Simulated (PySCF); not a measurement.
# One shape, several levels: C4H9Br (1-bromobutane)

We compute a comparison of 4 runs (B3LYP/6-31G*, PBE0/6-31G*, SVWN5/6-31G*, TPSS/6-31G*) of C4H9Br (1-bromobutane). 

Program for the calculation: PySCF 2.14.0.

### Step 1. The molecule

C4H9Br: 14 atoms, total charge 0, spin state singlet. As SMILES, `CCCCBr`. The C1–H8 distance was set to 1.638 Å, away from the relaxed value. At this shape a bond of the SMILES string is far longer than usual.

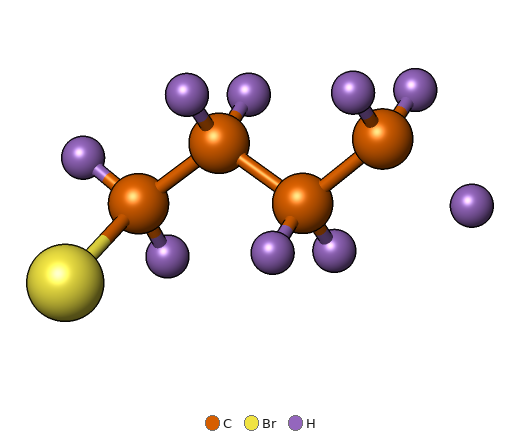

Viewed from a chosen angle; carbon orange, bromine yellow, hydrogen purple.

### Step 2. A single-point energy at B3LYP/6-31G(d) (spherical functions) (run 1)

Input file geometry.xyz:

```xyz
14

C     -1.077132     0.478603     1.152465
C     -0.211282     0.081843    -0.029915
C      1.017838    -0.705587     0.389105
C      1.898478    -1.151687    -0.751875
Br     2.743488     0.347583    -1.676085
H     -1.427692    -0.399677     1.702085
H     -0.520262     1.105643     1.854205
H     -2.395290     1.322980     0.670930
H      0.104618     0.975513    -0.575995
H     -0.797932    -0.517617    -0.735845
H      1.611638    -0.124517     1.102225
H      0.702758    -1.615007     0.918875
H      1.338198    -1.683237    -1.520215
H      2.724378    -1.773617    -0.413405
```

Input file calc.py:

```python
from pyscf import gto, dft

system = gto.M(
    atom='geometry.xyz',
    charge=0,
    basis='6-31g*',
    verbose=3,
    max_memory=1860,
)

myscf = dft.RKS(system, xc='b3lyp')
myscf.conv_tol = 1e-10
myscf.grids.level = 5
myscf.kernel()
if not myscf.converged:
    myscf = myscf.newton().run(myscf.mo_coeff, myscf.mo_occ)

energy = myscf.e_tot
print(f'total energy: {energy:.8f} hartree')
```

Run with:

```console
$ OMP_NUM_THREADS=1 python calc.py
```

The program printed:

```text
converged SCF energy = -2731.65474784596
total energy: -2731.65474785 hartree
```

Run time: 42 s. Hardware: 1 thread of Intel Xeon at 2.70GHz, shared host; peak memory 0.58 GiB.

### Step 3. The energy at PBE0/6-31G(d) (spherical functions) (run 2)

Input file run.py:

```python
from pyscf import gto, dft

mol = gto.Mole()
mol.atom = [
    ('C', (-1.077132, 0.478603, 1.152465)),
    ('C', (-0.211282, 0.081843, -0.029915)),
    ('C', (1.017838, -0.705587, 0.389105)),
    ('C', (1.898478, -1.151687, -0.751875)),
    ('Br', (2.743488, 0.347583, -1.676085)),
    ('H', (-1.427692, -0.399677, 1.702085)),
    ('H', (-0.520262, 1.105643, 1.854205)),
    ('H', (-2.395290, 1.322980, 0.670930)),
    ('H', (0.104618, 0.975513, -0.575995)),
    ('H', (-0.797932, -0.517617, -0.735845)),
    ('H', (1.611638, -0.124517, 1.102225)),
    ('H', (0.702758, -1.615007, 0.918875)),
    ('H', (1.338198, -1.683237, -1.520215)),
    ('H', (2.724378, -1.773617, -0.413405)),
]
mol.verbose = 4
mol.basis = '6-31g*'
mol.max_memory = 1860
mol.build()

calc0 = dft.RKS(mol)
calc0.xc = 'pbe0'
calc0.conv_tol = 1e-10
calc0.grids.level = 5
calc0.kernel()
if not calc0.converged:
    calc0 = calc0.newton().run(calc0.mo_coeff, calc0.mo_occ)

e_tot = calc0.e_tot
print('Final energy', e_tot)
```

Run with:

```console
$ OMP_NUM_THREADS=1 python run.py
```

The program printed:

```text
PySCF version 2.14.0

[... 81 lines left out ...]
converged SCF energy = -2731.1282532682
Final energy -2731.1282532682035
```

Wall time 39 s (1 thread of Intel Xeon at 2.70GHz, shared host); peak memory 0.58 GiB.

### Step 4. The energy at SVWN5/6-31G(d) (spherical functions) (run 3)

Input file job.py:

```python
from pyscf import gto, dft

mol = gto.M(
    atom='''
C       -1.077132       0.478603       1.152465
C       -0.211282       0.081843      -0.029915
C        1.017838      -0.705587       0.389105
C        1.898478      -1.151687      -0.751875
Br       2.743488       0.347583      -1.676085
H       -1.427692      -0.399677       1.702085
H       -0.520262       1.105643       1.854205
H       -2.395290       1.322980       0.670930
H        0.104618       0.975513      -0.575995
H       -0.797932      -0.517617      -0.735845
H        1.611638      -0.124517       1.102225
H        0.702758      -1.615007       0.918875
H        1.338198      -1.683237      -1.520215
H        2.724378      -1.773617      -0.413405
''',
    charge=0,
    max_memory=1860,
    basis='6-31g*',
    verbose=3,
)

myscf = dft.RKS(mol)
myscf.xc = 'svwn'
myscf.conv_tol = 1e-10
myscf.grids.level = 5
myscf.kernel()
if not myscf.converged:
    myscf = myscf.newton().run(myscf.mo_coeff, myscf.mo_occ)

e_tot = myscf.e_tot
print('E(%s) = %.9f' % ('SVWN5', e_tot))
```

Run with:

```console
$ OMP_NUM_THREADS=1 python job.py
```

The program printed:

```text
converged SCF energy = -2726.56264803241
E(SVWN5) = -2726.562648032
```

It took 26 s on 1 thread of Intel Xeon at 2.70GHz, shared host; peak memory 0.39 GiB.

### Step 5. The energy at TPSS/6-31G(d) (spherical functions) (run 4)

Input file input.py:

```python
from pyscf import gto, dft

mol = gto.Mole()
mol.atom = '''
C       -1.077132       0.478603       1.152465
C       -0.211282       0.081843      -0.029915
C        1.017838      -0.705587       0.389105
C        1.898478      -1.151687      -0.751875
Br       2.743488       0.347583      -1.676085
H       -1.427692      -0.399677       1.702085
H       -0.520262       1.105643       1.854205
H       -2.395290       1.322980       0.670930
H        0.104618       0.975513      -0.575995
H       -0.797932      -0.517617      -0.735845
H        1.611638      -0.124517       1.102225
H        0.702758      -1.615007       0.918875
H        1.338198      -1.683237      -1.520215
H        2.724378      -1.773617      -0.413405
'''
mol.max_memory = 1860
mol.verbose = 3
mol.basis = '6-31g*'
mol.build()

calc0 = dft.RKS(mol)
calc0.xc = 'tpss'
calc0.grids.level = 5
calc0.conv_tol = 1e-10
calc0.kernel()
if not calc0.converged:
    calc0 = calc0.newton().run(calc0.mo_coeff, calc0.mo_occ)

e_tot = calc0.e_tot
print('E = %.10f Eh' % e_tot)
```

Run with:

```console
$ OMP_NUM_THREADS=1 python input.py
```

The program printed:

```text
converged SCF energy = -2731.56542855584
E = -2731.5654285558 Eh
```

It took 84 s on 1 thread of Intel Xeon at 2.70GHz, shared host; peak memory 0.59 GiB.

### Step 6. All runs side by side

| run | level | energy (Eh) | dipole moment (D) | HOMO energy (eV) | LUMO energy (eV) | wall time |
| --- | --- | --- | --- | --- | --- | --- |
| 1 | B3LYP/6-31G* (spherical functions) | -2731.654748 | 2.26 | -7.45 | 0.05 | 42 s |
| 2 | PBE0/6-31G* (spherical functions) | -2731.128253 | 2.27 | -7.74 | 0.30 | 39 s |
| 3 | SVWN5/6-31G* (spherical functions) | -2726.562648 | 2.22 | -6.50 | -0.91 | 26 s |
| 4 | TPSS/6-31G* (spherical functions) | -2731.565429 | 2.30 | -6.55 | -0.59 | 84 s |

### Step 7. What came out

| quantity | value |
| --- | --- |
| run 4: total energy | -2731.56543 Eh |
| run 4: dipole moment | 2.30 D |
| run 4: HOMO energy | -6.55 eV |
| run 4: LUMO energy | -0.59 eV |
| run 4: HOMO–LUMO gap | 5.96 eV |

The dipole moment (its size) runs from 2.22 D (SVWN5/6-31G*) to 2.30 D (TPSS/6-31G*). The HOMO–LUMO gap runs from 5.58 eV (SVWN5/6-31G*) to 8.03 eV (PBE0/6-31G*). Totals of different functionals can't be ranked against each other. All runs together took 3.2 min, the longest 84 s.
